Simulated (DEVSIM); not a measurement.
System: abrupt Si n-p junction, at 350 K.

| layer (left to right) | material | thickness (μm) | Nd (cm⁻³) | Na (cm⁻³) | τn (s) | τp (s) |
|---|---|---|---|---|---|---|
| 1 | Si | 0.160 | 1.5e18 | - | 6.2e-7 | 6.2e-7 |
| 2 | Si | 2.60 | - | 1.6e13 | 6.2e-7 | 6.2e-7 |

Left contact: ohmic. Right contact: ohmic. Voltage is applied to the left contact. Recombination: SRH at mid-gap, radiative, Auger. Mobility is μmin + (μ − μmin)/(1 + (N/Nref)^α).

This is a model device: material constants are rounded textbook-type values typed into the input, and sizes, dopings and lifetimes were drawn at random. Values at 300 K; Nc and Nv go as T^1.5, mobilities as T to minus their exponent, the gap by Varshni's rule with the affinity fixed.

| parameter | Si |
|---|---|
| gap (eV) | 1.124 |
| affinity (eV) | 4.05 |
| permittivity | 11.7 |
| Nc (cm⁻³) | 2.86e19 |
| Nv (cm⁻³) | 3.1e19 |
| μn (cm²/Vs) | 1417 |
| μp (cm²/Vs) | 470 |
| μn,min | 52 |
| μp,min | 45 |
| Nref,n | 9.7e16 |
| Nref,p | 2.2e17 |
| αn | 0.68 |
| αp | 0.72 |
| T exponent of μn | 2.3 |
| T exponent of μp | 2.2 |
| B (cm³/s) | 4.7e-15 |
| Cn (cm⁶/s) | 2.8e-31 |
| Cp (cm⁶/s) | 9.9e-32 |
| Varshni α (eV/K) | 0.000473 |
| Varshni β (K) | 636 |

Model (solved in DEVSIM): 1D drift-diffusion, Boltzmann statistics, complete ionisation; no tunnelling, impact ionisation, image-force lowering or self-heating.

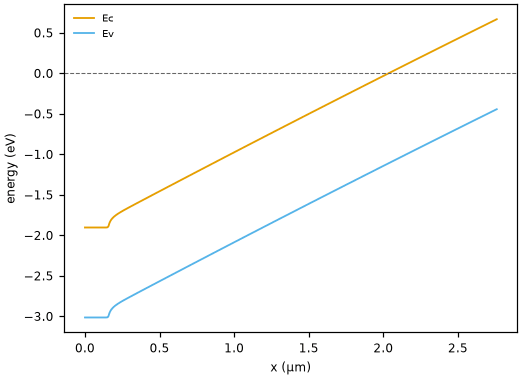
Figure: Band edges at 2.0 V on the left contact

Energies count from the Fermi level of the right contact; mesh points crowd at the junctions.

```tsv
x (μm)	Ec (eV)	Ev (eV)	n (cm⁻³)	p (cm⁻³)	field (V/cm)
0.000	-1.904	-3.015	1.5e18	95000	≈ 0
0.01408	-1.904	-3.015	1.5e18	87000	≈ 0
0.03582	-1.904	-3.015	1.5e18	74000	≈ 0
0.06435	-1.904	-3.015	1.5e18	56000	≈ 0
0.1107	-1.904	-3.015	1.5e18	28000	≈ 0
0.1349	-1.904	-3.015	1.5e18	14000	100
0.1533	-1.899	-3.009	1.2e18	3600	15000
0.1706	-1.823	-2.934	1.0e17	2700	33000
0.1946	-1.771	-2.881	1.8e16	4500	16000
0.2310	-1.723	-2.833	3.7e15	5900	11000
0.2963	-1.655	-2.766	3.9e14	9800	9900
0.4407	-1.514	-2.625	3.6e12	170000	9700
0.6491	-1.313	-2.423	1.3e10	1800000	9600
0.9661	-1.008	-2.119	8.5e9	4800000	9600
1.700	-0.313	-1.424	8.7e9	1.2e7	9400
2.114	0.073	-1.038	8.8e9	1.6e7	9300
2.386	0.325	-0.786	8.8e9	2.1e8	9200
2.538	0.464	-0.646	8.9e9	1.9e10	9200
2.660	0.576	-0.535	8.9e9	7.7e11	9100
2.707	0.619	-0.492	8.9e9	3.3e12	9100
2.737	0.646	-0.465	8.9e9	7.9e12	9100
2.760	0.667	-0.444	8.9e9	1.6e13	9100
```
